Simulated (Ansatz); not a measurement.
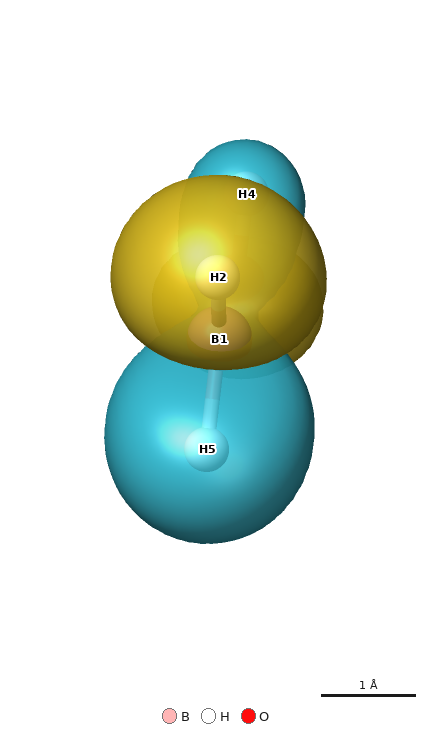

BH3O. One frontier orbital at ±0.1 Å⁻³ᐟ² (yellow and cyan are the two phases), seen at an oblique angle.

The calculation used RKS B3LYP/def2-TZVP in Ansatz.

Input

```
crystal:
  periodic: [false, false, false]
  atoms:
    - { symbol: B, position_ang: [0.219422, -0.071952, 0.187414] }
    - { symbol: H, position_ang: [0.204176, -0.100547, 1.377348] }
    - { symbol: O, position_ang: [1.38197, -0.38625, -0.476488] }
    - { symbol: H, position_ang: [2.10497, -0.608507, 0.119067] }
    - { symbol: H, position_ang: [-0.723638, 0.215356, -0.480541] }
basis:
  gaussian: { orbitals: def2-TZVP }
hamiltonian:
  xc: b3lyp
relax:
  f_tol: 0.03
  max_steps: 50
output:
  orbitals: {}
```

Command:

```sh
ansatz run input.yaml --threads 2 --pin off --max-ram 3072MiB --backend cpu --events-out ev --progress --plain --runs-dir out
```

The fields are those of the run's last geometry, not of the input's.

### Which orbital is it: HOMO or LUMO?

The HOMO, at −8.69 eV. Its weight (Hirshfeld) is mainly on B1 (about 30 %), O3 (about 25 %), H2 (about 25 %) and H5 (about 20 %); it is symmetric in the molecular plane (an in-plane orbital: σ, lone-pair or in-plane π type).
